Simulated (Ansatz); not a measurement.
**Computed energy against volume: TiC (rock salt)**

TiC (rock salt), conventional cell a = b = c = 4.293 Å, α = β = γ = 90.00°. The calculation uses the primitive cell of 2 atoms, to which meshes and values per cell refer.

The volume is varied about the relaxed value V₀ at fixed cell shape. Symmetry pins the atoms to their sites.

These are PBEsol (plane waves to 420 eV, PAW, scalar-relativistic; Ansatz, a first-principles code) values and carry that method's errors. k mesh 20×20×20 (Γ-centred), Fermi-Dirac smearing 0.05 eV. The energy includes the smearing's −TS. Stress and pressure are positive under compression. TiC is run without spin polarisation. TiC was relaxed with its symmetry unable to fall. The zero of ΔE is the relaxed starting cell.

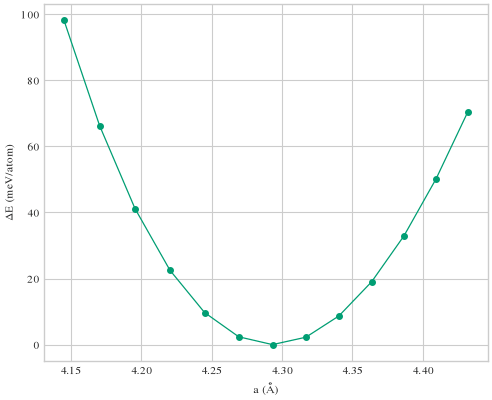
*ΔE (meV/atom) against a (Å); one marker a computed point.*

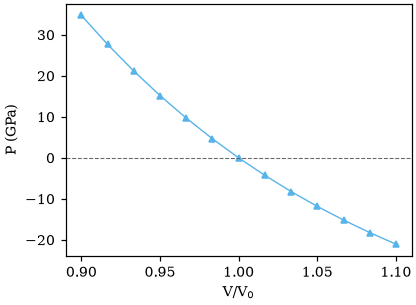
*P (GPa) against V/V₀; computed points joined by lines.*

The bulk modulus B₀ (third-order Birch-Murnaghan fit) is 267 GPa and the pressure at the smallest volume is 34.7 GPa. The equilibrium volume of the fit comes out as 9.89 Å³/atom. The pressure for 5 % compression (fit) is 15.2 GPa and the pressure derivative B₀′ (fit) is 4.0.

P = (3B₀/2)(x⁷ − x⁵)[1 + ¾(B₀′ − 4)(x² − 1)] with x = (1/0.95)^(1/3), B₀ = 267 GPa and B₀′ = 3.99.

(A scan under strain: stresses follow from slopes of the energy per volume, elastic moduli from its curvatures.)
